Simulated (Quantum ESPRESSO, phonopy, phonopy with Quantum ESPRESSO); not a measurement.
# Grüneisen parameters and expansion of CaO (Fm-3m), part 8 of 8

Wanted: mode Grüneisen parameters of CaO and a free-energy fit over volumes.

Experimental results on record:
- heat capacity C_P per formula unit 42.2 J/mol/K and bulk modulus 113 GPa near room temperature (given in “High-Throughput Prediction of Finite-Temperature Properties using the Quasi-Harmonic Approximation”, 2016, arXiv:1603.06924)

Quantum ESPRESSO 7.5; DFT PBE, scalar-relativistic, plane waves, GBRV ultrasoft pseudopotentials.

So far. Step 25 (Self-consistent run, V/V0 1.05): The run ends at a pressure of -4.64 GPa. Step 26 (Zone-centre response): The Born charges sum to zero within 6.3e-4 e; the rest is removed before use. Acoustic frequencies in this log differ from zero by the error of the sum rule, which ph.x does not impose.

### 27. A displaced supercell

One atom (for the harmonic constants) or a pair of atoms (for the cubic ones) is moved by a few hundredths of an ångström; the forces on all atoms give a column of force constants. The threshold is tight because the forces are small.

System of this step: CaO. It takes space group Imm2 (No. 44, orthorhombic). Conventional cell: a = 6.944 Å, b = 9.820 Å, c = 6.944 Å, α = 90.00°, β = 90.00°, γ = 90.00°. Nearest to Ca lie 6 O at 2.44 to 2.47 Å. Nearest to Ca lie 6 O at 2.46 Å. Ca has 6 O at 2.46 Å nearest. Nearest to O lie 6 Ca at 2.46 Å. Farther neighbours and most contacts between anions are not listed.

disp-00001.in reads:

```
&control
   calculation = 'scf'
   prefix = 'x'
   outdir = './tmp'
   pseudo_dir = './pseudo'
   tprnfor = .true.
   disk_io = 'none'
/
&system
   ibrav = 0
   nat = 16
   ntyp = 2
   ecutwfc = 45.0
   ecutrho = 270.0
   occupations = 'fixed'
   nbnd = 66
/
&electrons
   conv_thr = 1.0d-11
   mixing_beta = 0.7
   electron_maxstep = 100
/
ATOMIC_SPECIES
 Ca     40.0780  Ca.upf
 O      15.9990  O.upf
CELL_PARAMETERS angstrom
     0.000000000    4.910147649    4.910147649
     4.910147649    0.000000000    4.910147649
     4.910147649    4.910147649    0.000000000
ATOMIC_POSITIONS crystal
 Ca     0.002880185   0.000000000   0.000000000
 Ca     0.500000000   0.000000000   0.000000000
 Ca     0.000000000   0.500000000   0.000000000
 Ca     0.500000000   0.500000000   0.000000000
 Ca     0.000000000   0.000000000   0.500000000
 Ca     0.500000000   0.000000000   0.500000000
 Ca     0.000000000   0.500000000   0.500000000
 Ca     0.500000000   0.500000000   0.500000000
 O      0.250000000   0.250000000   0.250000000
 O      0.750000000   0.250000000   0.250000000
 O      0.250000000   0.750000000   0.250000000
 O      0.750000000   0.750000000   0.250000000
 O      0.250000000   0.250000000   0.750000000
 O      0.750000000   0.250000000   0.750000000
 O      0.250000000   0.750000000   0.750000000
 O      0.750000000   0.750000000   0.750000000
K_POINTS automatic
 3 3 3 0 0 0
```

Run with:

```sh
OMP_NUM_THREADS=1 mpirun -n 4 pw.x -nk 4 -in disp-00001.in > disp-00001.out
```

Log:

```text
[banner, memory and clock lines left out]
Program PWSCF v.7.5

     Message from routine setup:
     using ibrav=0 with symmetry is DISCOURAGED, use correct ibrav instead

     G-vector sticks info

     bravais-lattice index     =            0
     lattice parameter (alat)  =      13.1223  a.u.
     unit-cell volume          =    1597.7552 (a.u.)^3
     number of atoms/cell      =           16
     number of atomic types    =            2
     number of electrons       =       128.00
[...]
atom    1 type  1   force =    -0.00000000   -0.00384501   -0.00384501
     atom    2 type  1   force =    -0.00000000    0.00192602    0.00192602
     atom    3 type  1   force =     0.00131025   -0.00017291    0.00061534
[...]
atom   15 type  2   force =    -0.00000119    0.00034770    0.00034770
     atom   16 type  2   force =     0.00000419   -0.00009846   -0.00009846

     Total force =     0.006942     Total SCF correction =     0.000003
     Message from routine punch:
     Nothing written, as per user request (disk_io='none')
[key lines of the parts left out:]
!    total energy              =    -860.09821735 Ry
convergence has been achieved in  18 iterations
```

Elapsed: 81 s, on 4 MPI ranks of Arm Neoverse V1, shared host.

### 28. Phonons, V/V0 1.05

This step: DFT PBE, scalar-relativistic, plane waves, GBRV ultrasoft pseudopotentials (phonopy with Quantum ESPRESSO 4.10.0 / 7.5).

Run time: 81 s. Hardware: 8 threads; 10 min of CPU time.

Phonopy, LO-TO term from ph.x's tensors. The phonon branches at the labelled points (cm⁻¹):

```csv
point,branch 1,branch 2,branch 3,branch 4,branch 5,branch 6
Γ,0,0,0,221,221,510
X,188,188,242,254,254,374
U,172,241,241,257,318,346
jump to K,172,241,241,257,318,346
Γ,0,0,0,221,221,510
L,150,150,264,264,346,436
W,205,231,231,282,320,320
X,188,188,242,254,254,374
```

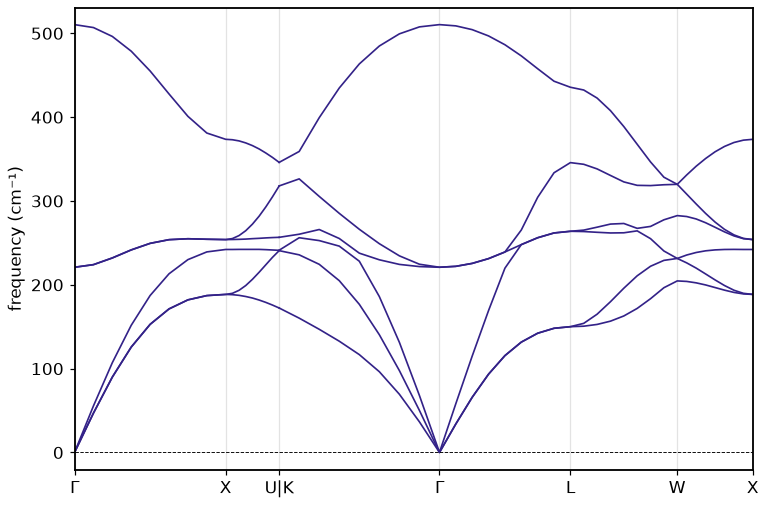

Phonon branches along the path.

No mode is imaginary beyond numerical noise along the path. The highest zone-centre mode (no LO–TO term) moved by -13.8 % for a volume change of +5.0 %.

The time given is that of the 2 pw.x runs on displaced cells behind this step.

### 29. How the modes move with volume

This step: DFT PBE, scalar-relativistic, plane waves, GBRV ultrasoft pseudopotentials (phonopy 4.10.0).

This step gave:

```yaml
share_of_modes_with_a_negative_grueneisen_parameter: 0
```

Mean Grüneisen, by row:

```csv
T (K),heat-capacity-weighted mean,root mean square
50,1.652,1.78
100,1.692,1.791
200,1.666,1.762
300,1.649,1.746
500,1.637,1.736
800,1.633,1.731
```

Mean mode Grueneisen parameter against wavenumber:

```
wavenumber (cm⁻¹)  mean mode Grueneisen parameter
                9                               -
               45                            1.49
               63                            1.19
               98                            1.59
              134                            1.85
              170                            1.76
              188                            1.41
              224                            1.42
              260                            2.09
              278                            2.08
              313                            1.68
              349                            1.07
              367                           0.912
              403                           0.925
              439                           0.998
              475                            1.01
              492                            1.03
              528                            1.07
```

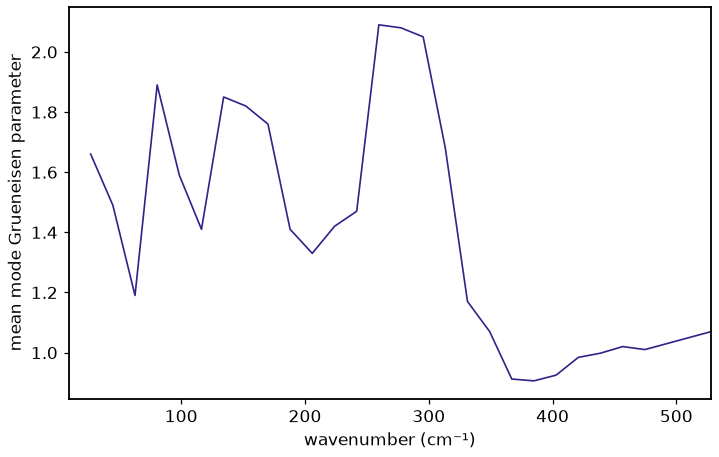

Mean mode Grueneisen parameter, plotted against wavenumber.

Volume series, by row:

```csv
V/V0,V (Å³/atom),pressure (GPa),E - E0 (meV/atom),gap (eV),zero-point energy (meV/atom),lowest on the path (cm⁻¹),highest at Gamma without the LO-TO term (cm⁻¹)
0.97,13.67,3.436,4.629,3.657,54.09,0,278.1
0.985,13.88,1.647,1.192,3.662,52.8,0,267.1
1,14.09,-0.004,0,3.665,51.58,0,256.2
1.015,14.3,-1.528,0.908,3.667,50.37,0,245.5
1.03,14.52,-2.934,3.751,3.667,49.18,0,234.9
1.05,14.8,-4.64,10.31,3.667,47.62,0,220.9
```

Table of optical frequency at Gamma without the LO-TO term, mode 4 by V/V0:

```csv
V/V0,"optical frequency at Gamma without the LO-TO term, mode 4 (cm⁻¹)"
0.9700,278
0.9850,267
1.0000,256
1.0150,246
1.0300,235
1.0500,221
```

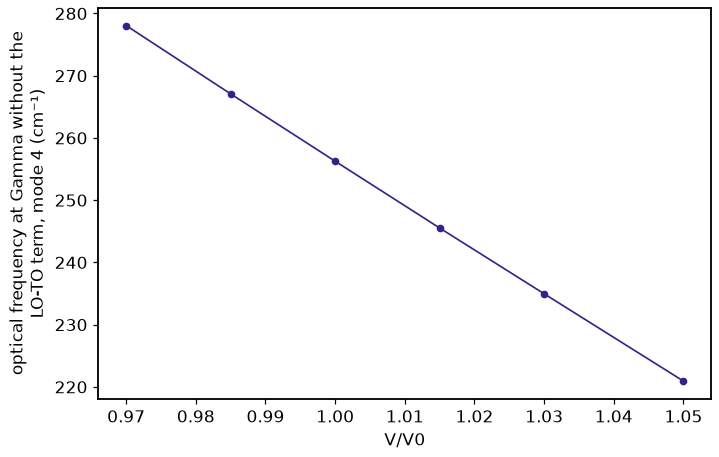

Optical frequency at Gamma without the LO-TO term, mode 4 against V/V0.

Grüneisen at points, by row:

```csv
point,branch,frequency (cm⁻¹),mode Grüneisen parameter
Γ,4,256.2,2.8
Γ,6,538.1,1.08
X,1,197.5,0.56
X,3,278.3,2.54
X,4,284,2.33
X,6,382.8,0.53
U,1,186.3,1.32
U,2,261,1.43
U,3,271.1,2.07
U,4,284.8,2.12
U,5,339,1.37
U,6,359.9,0.91
K,1,186.3,1.32
K,2,261,1.43
K,3,271.1,2.07
K,4,284.8,2.12
K,5,339,1.37
K,6,359.9,0.91
L,1,168.5,2.28
L,3,292.2,2
L,5,362.7,0.99
L,6,460.1,1.11
W,1,221.5,1.6
W,2,256.8,1.7
W,4,307,1.63
W,5,337.3,1.26
```

### 30. Quasi-harmonic fit by phonopy

Numbers from this step:

- volume expansion coefficient at 300 K: 44.07 1e-6/K
- isothermal bulk modulus at 300 K: 97 GPa
- C_P at 300 K: 22.03 J/mol-atom/K
- Grüneisen parameter at 300 K: 1.714

Energy (each curve on its own zero) against volume; values in meV/atom:

```
volume (Å³/atom)  static  F at 0 K  F at 300 K  F at 1300 K
          13.670    4.63      7.77        10.2         25.9
          13.882    1.19      3.06        4.59         14.2
          14.093       0      0.64        1.24         4.86
          14.304    0.91      0.34       -0.03         -2.6
          14.516    3.75      1.99         0.6        -8.28
          14.798    10.3      6.99        4.17        -13.4
```

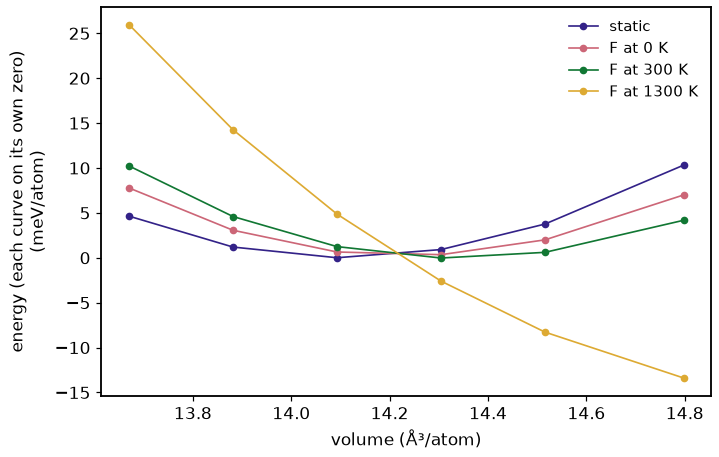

Energy (each curve on its own zero) against volume.

Phonopy-qha, vinet fit of F(V) at each temperature; no electronic free energy. Qha vinet, by row:

```csv
T (K),fitted volume (Å³/atom),alpha_V (1e-6/K),B_T (GPa),C_P (J/mol-atom/K),Grueneisen
100,14.24,17.73,102,8.905,1.728
150,14.25,29.22,101,14.79,1.72
200,14.28,36.34,99.75,18.4,1.715
250,14.31,40.89,98.41,20.6,1.713
300,14.34,44.07,97,22.03,1.714
350,14.37,46.53,95.52,23.01,1.719
400,14.4,48.58,93.98,23.72,1.726
450,14.44,50.42,92.38,24.28,1.734
500,14.48,52.16,90.72,24.73,1.744
550,14.51,53.88,88.99,25.12,1.755
600,14.55,55.61,87.21,25.47,1.768
650,14.6,57.41,85.36,25.8,1.781
700,14.64,59.29,83.45,26.11,1.796
```

The volume expansion coefficient, phonopy-qha, Vinet by temperature:

```
temperature (K)  volume expansion coefficient, phonopy-qha, Vinet (1e-6/K)
             75                                                       10.5
            100                                                       17.7
            150                                                       29.2
            175                                                       33.2
            225                                                       38.9
            250                                                       40.9
            300                                                       44.1
            325                                                       45.4
            375                                                       47.6
            400                                                       48.6
            450                                                       50.4
            475                                                       51.3
            525                                                       53.0
            550                                                       53.9
            600                                                       55.6
            625                                                       56.5
            675                                                       58.3
            700                                                       59.3
```

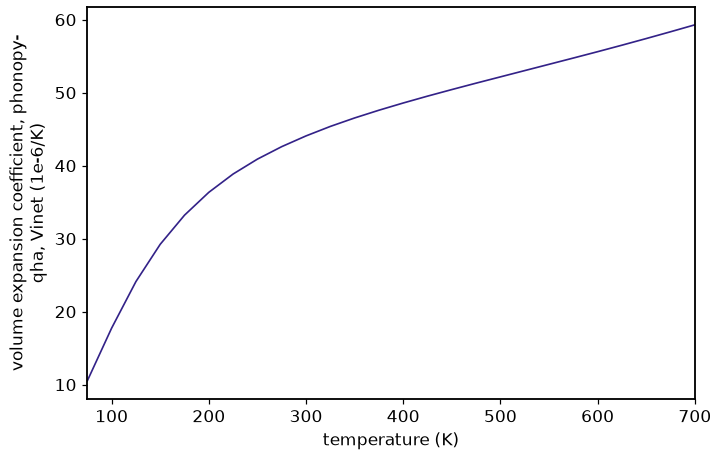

Volume expansion coefficient, phonopy-qha, Vinet against temperature.

The fit gives a volume expansion of 44.1 × 10⁻⁶/K at 300 K.

### 31. Results

```
volume expansion coefficient at 300 K  : 44.07 1e-6/K
isothermal bulk modulus at 300 K       : 97 GPa
C_P at 300 K                           : 22.03 J/mol-atom/K
Grüneisen parameter at 300 K           : 1.714
mean mode Grüneisen parameter at 300 K : 1.65
```

What this shows: Near room temperature CaO expands by 44.1 × 10⁻⁶/K in volume by PBE, with C_P = 22.0 J/(mol K) per mole of atoms and B_T = 97 GPa. The q-mesh is coarse, and the expansion can converge slowly with it. The table stops at 700 K because beyond it the fitted volume comes within 1 % of the largest computed cell, where the fit loses its support. C_P at room temperature is 88 % of the classical 3R an atom, so the stiffest modes are still partly frozen out. A measured bulk modulus near room temperature is 113 GPa (arXiv:1603.06924); the calculated 97 GPa differs by -14 %. The table does not say whether its value is isothermal or adiabatic. A measured heat capacity per formula unit near room temperature is 42.2 J/mol/K (arXiv:1603.06924); the calculated 44.1 J/mol/K differs by +4 %. The heat-capacity-weighted Grüneisen parameter goes from 1.65 at 50 K to 1.63 at 800 K. Weighting γ by the density of states and each mode's heat capacity at 300 K, modes below 180 cm⁻¹ give about 18 % of the sum of γC that drives the expansion, those up to 360 cm⁻¹ 74 % and the rest 8 %. Among the labelled points γ is largest for branch 4 at Γ (256 cm⁻¹, 2.8) and smallest for branch 6 at X (383 cm⁻¹, 0.53). The supercell is small: only its own wavevectors are exact, and branches between them are interpolated and can be misplaced.

[Logs are printed without paths, hosts, clocks, repeated set-up lines and the standing remarks that a program may print on its own settings, such as how far it seeks lower states.]

[Hosts, paths, dates, database ids (printed as entryN), source tags and the programs' standing remarks are cut or masked in the printed files.]

[A step with changed settings may run another functional than the one named; its input shows which.]

[Of the runs on displaced cells, only some may be shown.]
